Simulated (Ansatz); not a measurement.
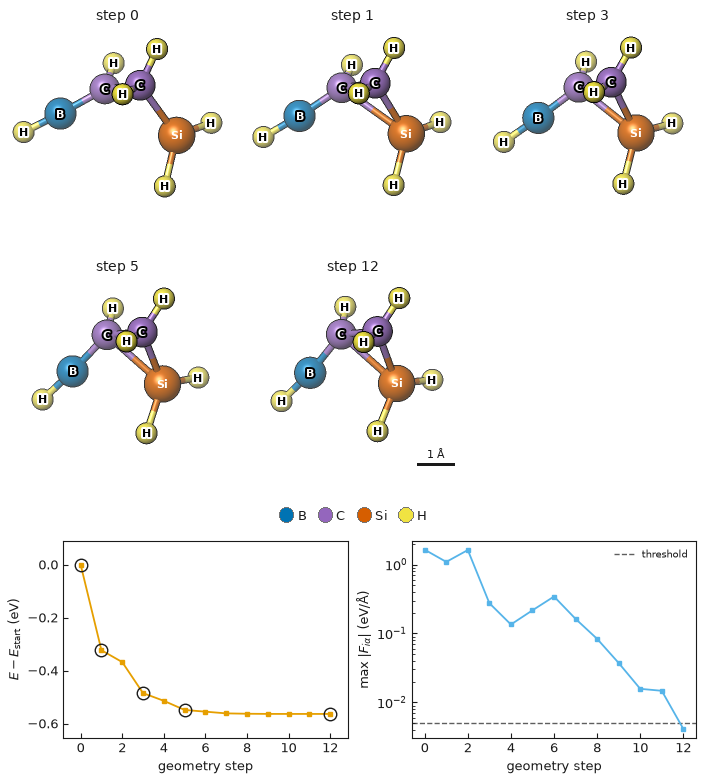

Frames of a relaxation of C$_{2}$H$_{6}$BSi (charge +1), marked on the history of the run. A ball-and-stick model, seen at a tilt.

All numbers below come from Ansatz 0.2.0, RKS PBE0-D4/def2-TZVP. (force threshold 0.005 eV/Å; at most 200 steps)

Describe the path.

Answer. The largest move after the best rigid fit is that of an H atom, 0.83 Å. By element the largest moves are H 0.83 Å, B 0.46 Å, Si 0.45 Å, C 0.22 Å. Some distances before and after: B–Si 3.272 → 2.419 Å, C–Si 2.357 → 2.015 Å, B–H 1.144 → 1.174 Å, H–Si 1.453 → 1.476 Å. Among the angles between lasting bonds that change: C–C–Si 87.3° → 73.0°, C–Si–H 119.5° → 112.8°, C–Si–H 119.0° → 124.6°. After 12 geometry steps the energy has fallen by 0.564 eV. The largest force component goes from 1.6 to 0.0041 eV/Å. The run took 84 s on 2 threads of Arm Neoverse N1, with other jobs on the host. From step 0 to 1: an H atom moves most (0.19 Å), energy −0.323 eV. From step 1 to 3: an H atom moves most (0.20 Å), energy −0.162 eV. From step 3 to 5: an H atom moves most (0.32 Å), energy −0.064 eV. From step 5 to 12: H atoms move most (0.13 Å), energy −0.015 eV.

```csv
step,"E − E(0), eV","largest force component, eV/Å"
0,0.0000,1.6412
1,-0.3231,1.0925
2,-0.3679,1.6229
3,-0.4851,0.2750
4,-0.5141,0.1349
5,-0.5486,0.2168
6,-0.5551,0.3434
7,-0.5616,0.1628
8,-0.5630,0.0835
9,-0.5636,0.0373
10,-0.5637,0.0157
11,-0.5637,0.0147
12,-0.5637,0.0041
```
